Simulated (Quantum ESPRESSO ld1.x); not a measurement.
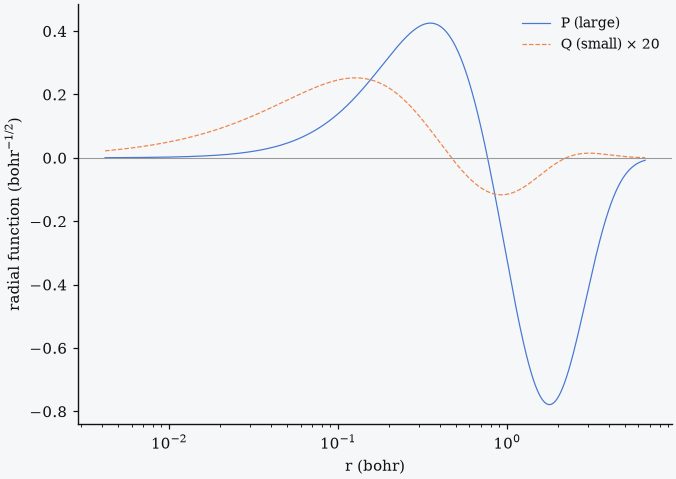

System: the magnesium ion Mg⁴⁺, configuration [He] 2s2 2p4 (open shells shared over both j by 2j + 1). Computed with Quantum ESPRESSO ld1.x 7.5: Dirac Kohn-Sham, relativistic LDA (MacDonald-Vosko exchange, VWN5 correlation), spin-unpolarised, spherical densities, point nucleus.

The plot shows the large and small radial components of the 3p1/2 spinor.

### What does the plot show?

The spinor has κ = 1: the large component has l = 1 and 1 radial node (r = 0.768 bohr), the small one has l = 0. The small component carries 0.0058 % of the norm; ⟨r⟩ = 1.99 bohr and the eigenvalue is −38.2 eV.
